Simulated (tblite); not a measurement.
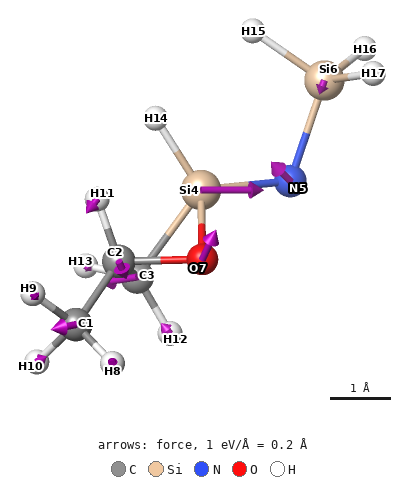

Starting geometry of C3H10NOSi2 (multiplicity 2) with the computed forces as purple arrows. A ball-and-stick model, seen from a free direction.

Computed with GFN2-xTB geometry optimisation, gas phase in tblite 0.8.0. 

Is this structure relaxed? If not, where do the atoms go?

Answer. It isn't relaxed: the largest force vector, on Si4, is 5.57 eV/Å. The final displacements have little in common with the starting forces (cosine between the two patterns 0.13). The atom that moves furthest after the best rigid fit is H16 (2.27 Å). Largest moves by element: H 2.27 Å, O 2.10 Å, N 1.59 Å, Si 1.21 Å, C 0.94 Å. Some distances before and after: Si4–H11 2.136 → 3.119 Å, Si4–Si6 2.843 → 3.191 Å, C3–Si4 1.845 → 1.983 Å, Si4–N5 1.763 → 1.655 Å. Among the angles between lasting bonds that change: Si4–N5–Si6 106.0° → 143.7°, C3–C2–O7 85.6° → 100.9°, C2–O7–Si4 84.9° → 98.9°. Groups turn about Si4–N5 by about 60°, N5–Si6 by about 55°, C1–C2 by about 50°. Over 129 geometry steps the energy falls by 264.2 kJ/mol.
